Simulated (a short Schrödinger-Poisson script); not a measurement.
Stack: MOS inversion layer, SiO2 on p-type Si(110), at 400 K.

| layer | material | thickness (nm) | Na (cm⁻³) |
|---|---|---|---|
| 1 | SiO2 | 3 | - |
| 2 | Si | 770 | 3.1e17 |

Constants are typed, rounded textbook-type inputs, not results; the design itself was drawn at random and stands for no fabricated device. SiO2: permittivity 3.9, conduction-band edge (eV) 3.15, gap (eV) 9, electron mass (mₑ) 0.5. Si: permittivity 11.7, conduction-band edge (eV) 0, gap (eV) 1.124, Nv at 300 K (cm⁻³) 3.1e19.

Channel valleys (confinement mass, in-plane density-of-states mass, number): Δ4 0.315, 0.324, 4; Δ2 0.19, 0.417, 2. At the gate the conduction-band edge of layer 1 lies 3.22 eV − eVg above the Fermi level of the channel; the field vanishes at the back. Gaps are held at their typed values at every temperature. Mesh 0.03 nm at interfaces.

Solved with a short Schrödinger-Poisson script written for these runs: 1D Poisson equation in equilibrium, electrons quantum, Hartree (BenDaniel-Duke, 12 states a valley, the channel's in-plane mass for all, wave functions free to enter the dielectric), parabolic valleys, classical holes, full ionisation, no traps, pinning or gate leakage.

Only gate voltages with over 1e8 electrons/cm² are shown.

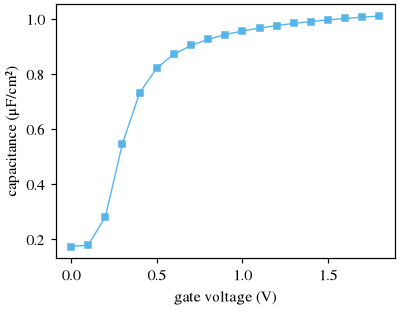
Figure. Quasi-static capacitance against gate voltage

| Vg (V) | electrons (cm⁻²) | C (μF/cm²) | Δ4 E0 (meV) | Δ4 E1 (meV) | Δ2 E0 (meV) | Δ2 E1 (meV) |
|---|---|---|---|---|---|---|
| 0 | 5.02e8 | 0.174 | 380.2 | 449.1 | 393.7 | 474.5 |
| 0.1 | 5.13e9 | 0.179 | 299.3 | 371.6 | 313.4 | 398.2 |
| 0.2 | 4.69e10 | 0.282 | 222.5 | 297.9 | 237.1 | 325.6 |
| 0.3 | 2.40e11 | 0.548 | 165.5 | 244.2 | 180.7 | 272.8 |
| 0.4 | 6.14e11 | 0.731 | 132.4 | 214.5 | 148.4 | 243.8 |
| 0.5 | 1.08e12 | 0.822 | 112.0 | 197.5 | 128.8 | 227.2 |
| 0.6 | 1.60e12 | 0.872 | 97.7 | 186.5 | 115.3 | 216.7 |
| 0.7 | 2.15e12 | 0.904 | 86.9 | 178.8 | 105.1 | 209.3 |
| 0.8 | 2.72e12 | 0.926 | 78.1 | 173.1 | 97.1 | 203.8 |
| 0.9 | 3.30e12 | 0.943 | 70.7 | 168.6 | 90.4 | 199.6 |
| 1 | 3.89e12 | 0.956 | 64.4 | 165.1 | 84.7 | 196.3 |
| 1.1 | 4.49e12 | 0.967 | 58.8 | 162.2 | 79.7 | 193.6 |
| 1.2 | 5.10e12 | 0.976 | 53.8 | 159.8 | 75.3 | 191.3 |
| 1.3 | 5.71e12 | 0.984 | 49.3 | 157.7 | 71.4 | 189.4 |
| 1.4 | 6.32e12 | 0.991 | 45.1 | 156.0 | 67.8 | 187.9 |
| 1.5 | 6.94e12 | 0.997 | 41.3 | 154.6 | 64.5 | 186.5 |
| 1.6 | 7.57e12 | 1.00 | 37.7 | 153.3 | 61.4 | 185.3 |
| 1.7 | 8.19e12 | 1.01 | 34.4 | 152.2 | 58.6 | 184.3 |
| 1.8 | 8.82e12 | 1.01 | 31.3 | 151.2 | 55.9 | 183.4 |

Subbands count from the Fermi level.
